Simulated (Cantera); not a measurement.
A closed system holds: 1 mol SiCl4, 0.017 mol C2H4, 1600 mol H2, at 30.0 mbar.

Method: chemical equilibrium by Gibbs-energy minimisation in Cantera with the NASA 1993 tables (ideal gas, pure condensed phases). Candidate condensed phases: C, C6H6, C7H8, C8H18, Si, SiC; 109 gas species. Gases not in the tables: Si2H6 and higher silanes. Rates play no part.

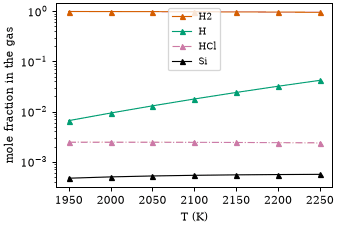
Figure. Equilibrium gas composition (values under 1e-9 drawn at 1e-9)

At 1950 K the condensed part is SiC(s). From 2000 K to 2250 K nothing is condensed. The main Si-bearing gas is Si throughout.
